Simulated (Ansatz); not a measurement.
**CH8OSi2 (SMILES C[SiH2][SiH2]O): revPBE/6-31G(d) (spherical functions)**

What is the electronic atomisation energy of CH8OSi2 at revPBE/6-31G* (spherical functions)? 

The calculation is run with Ansatz 0.2.0.

88 further runs of the same task are left out: 88 set aside as unsound or not needed. Runs told in other sessions of the task aren't counted.

## (1) The structure to begin with

CH8OSi2 has 12 atoms, charge 0, and is taken as a singlet. As SMILES, `C[SiH2][SiH2]O`. The shape is that of a PBE0-D4/def2-TZVP optimisation. This is one conformer, not always the lowest.

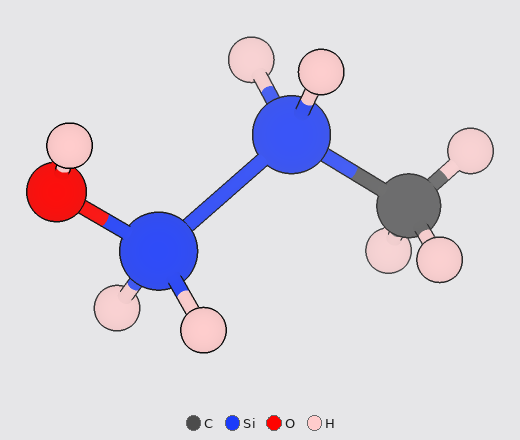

The structure, seen from a chosen angle (carbon dark grey, silicon blue, oxygen red, hydrogen pink).

## (2) The energy at revPBE/6-31G(d) (spherical functions)

Contents of job.yaml:

```yaml
basis:
  gaussian:
    orbitals: 6-31G_st_-spherical.json
crystal:
  periodic: [false, false, false]
  atoms:
    - {symbol: C, position_ang: [-1.363900, 1.513800, -0.148900]}
    - {symbol: Si, position_ang: [-0.392800, 0.194400, 0.769900]}
    - {symbol: Si, position_ang: [0.929600, -1.075200, -0.697500]}
    - {symbol: O, position_ang: [1.869100, -2.191700, 0.084900]}
    - {symbol: H, position_ang: [-0.692800, 2.186400, -0.687200]}
    - {symbol: H, position_ang: [-1.958800, 2.110300, 0.546100]}
    - {symbol: H, position_ang: [-2.043300, 1.060200, -0.874000]}
    - {symbol: H, position_ang: [-1.318500, -0.701500, 1.520400]}
    - {symbol: H, position_ang: [0.506600, 0.832900, 1.777800]}
    - {symbol: H, position_ang: [1.768000, -0.141100, -1.510100]}
    - {symbol: H, position_ang: [0.088400, -1.859400, -1.638400]}
    - {symbol: H, position_ang: [2.426500, -1.874200, 0.796300]}
hamiltonian:
  xc: {name: revPBE}
accuracy: high
output: {orbitals: {seedname: orbitals}}
```

The basis set 6-31G* is read from a file made from the Basis Set Exchange's data (not shown).

Command:

```bash
$ ansatz run job.yaml --threads 1 --pin off --max-ram 2610MiB --events-out events.jsonl --progress --plain --runs-dir runs
```

Output:

```text
Warning: RAYON_NUM_THREADS=1 ignored (pool sized by the plan → 1); use --threads N
Functional definition: revPBE
  name "revPBE"
  parameter kappa = 1.245
  parameter beta = 0.06672455060314922
  exchange = pbe_x(kappa = kappa, mu = beta*pi^2/3)
  correlation = pbe_c(beta = beta)
1893 factors; integrals over basis functions are off by at most 5.9e-9 eV
mean field evaluation 1: about -18955.4937 eV, gradient 6.8e1 eV
mean field evaluation 2: about -18928.3686 eV, gradient 1.3e2 eV
mean field evaluation 4: about -18964.8189 eV, gradient 9.1e0 eV
mean field evaluation 8: about -18965.0038 eV, gradient 4.3e-1 eV
mean field evaluation 16: about -18965.0044 eV, gradient 4.4e-5 eV
mean field -18965.00438136 eV, -696.9510560733 hartree, gradient 5.9e-8 eV, S^2 0.000000; 0 other end points of the search recorded, 0 dependent functions left out
reference -18965.00438629 eV, -696.9510562544 hartree; 25, 25 occupied and 55, 55 virtual orbitals, 1893 factors
Total energy: -18965.00438629 eV, -696.9510562544 hartree
```

Wall time 4.2 s (1 thread of Intel Xeon 6975P-C (Granite Rapids), shared host); peak memory 0.23 GiB.

## (3) The C atom at the same level

Contents of molecule.yaml:

```yaml
crystal:
  periodic: [false, false, false]
  atoms:
    - symbol: C
      position_ang: [0.000000, 0.000000, 0.000000]
basis:
  gaussian:
    orbitals: 6-31G_st_-spherical.json
magnetization:
  spin_polarized: true
  initial_magnetization: 2
hamiltonian:
  xc: {name: revPBE}
accuracy: high
```

The basis set 6-31G* is read from a file made from the Basis Set Exchange's data (not shown).

Run the same way, it converges to -37.83147 Eh (log not shown).

## (4) The H atom at the same level

Contents of in.yaml:

```yaml
crystal:
  periodic: [false, false, false]
  atoms:
    - {symbol: H, position_ang: [0.000000, 0.000000, 0.000000]}
basis:
  gaussian: {orbitals: "6-31G*"}
magnetization: {spin_polarized: true, initial_magnetization: 1}
hamiltonian: {xc: {name: revPBE}}
accuracy: high
```

Command:

```bash
$ ansatz run in.yaml --threads 1 --pin off --max-ram 2610MiB --events-out events.jsonl --progress --plain --runs-dir runs
```

Output:

```text
Warning: RAYON_NUM_THREADS=1 ignored (pool sized by the plan → 1); use --threads N
Functional definition: revPBE
  name "revPBE"
  parameter kappa = 1.245
  parameter beta = 0.06672455060314922
  exchange = pbe_x(kappa = kappa, mu = beta*pi^2/3)
  correlation = pbe_c(beta = beta)
3 factors; integrals over basis functions are off by at most 5.4e-10 eV
mean field evaluation 1: about -13.6592 eV, gradient 1.3e-1 eV
mean field evaluation 2: about -13.6582 eV, gradient 1.5e-1 eV
mean field evaluation 4: about -13.6584 eV, gradient 9.0e-7 eV
mean field evaluation 8: about -13.6584 eV, gradient 5.2e-10 eV
mean field -13.65837642 eV, -0.5019360756 hartree, gradient 3.5e-9 eV, S^2 0.750000; 0 other end points of the search recorded, 0 dependent functions left out
reference -13.65837845 eV, -0.5019361500 hartree; 1, 0 occupied and 1, 2 virtual orbitals, 3 factors
Total energy: -13.65837845 eV, -0.5019361500 hartree
```

Wall time 0.08 s (1 thread of Intel Xeon 6975P-C (Granite Rapids), shared host).

## (5) The O atom

Contents of in.yaml:

```yaml
crystal:
  periodic: [false, false, false]
  atoms:
    - symbol: O
      position_ang: [0.000000, 0.000000, 0.000000]
basis:
  gaussian: {orbitals: 6-31G_st_-spherical.json}
magnetization: {spin_polarized: true, initial_magnetization: 2}
hamiltonian: {xc: {name: revPBE}}
accuracy: high
```

The basis set 6-31G* is read from a file made from the Basis Set Exchange's data (not shown).

Run the same way, it converges to -75.03431 Eh (log not shown).

## (6) The Si atom, same level

Contents of run.yaml:

```yaml
basis:
  gaussian: {orbitals: 6-31G_st_-spherical.json}
crystal:
  periodic: [false, false, false]
  atoms:
    - {symbol: Si, position_ang: [0.000000, 0.000000, 0.000000]}
magnetization: {spin_polarized: true, initial_magnetization: 2}
hamiltonian: {xc: {name: revPBE}}
accuracy: high
```

The basis set 6-31G* is read from a file made from the Basis Set Exchange's data (not shown).

Run the same way, it converges to -289.29303 Eh (log not shown).

## (7) What came out

At revPBE/6-31G* (spherical functions):

```
                     quantity          value
       molecule: total energy  -696.95106 Eh
        molecule: HOMO energy       -6.11 eV
        molecule: LUMO energy       -0.83 eV
      molecule: HOMO–LUMO gap        5.29 eV
         C atom: total energy   -37.83147 Eh
                 C atom: ⟨S²⟩          2.002
         H atom: total energy    -0.50194 Eh
                 H atom: ⟨S²⟩          0.750
         O atom: total energy   -75.03431 Eh
                 O atom: ⟨S²⟩          2.002
        Si atom: total energy  -289.29303 Eh
                Si atom: ⟨S²⟩          2.002
electronic atomisation energy      40.374 eV
```

**Reading.** Taking the molecule apart into free atoms costs 40.37 eV (931 kcal/mol), before zero-point energy and without spin-orbit coupling.
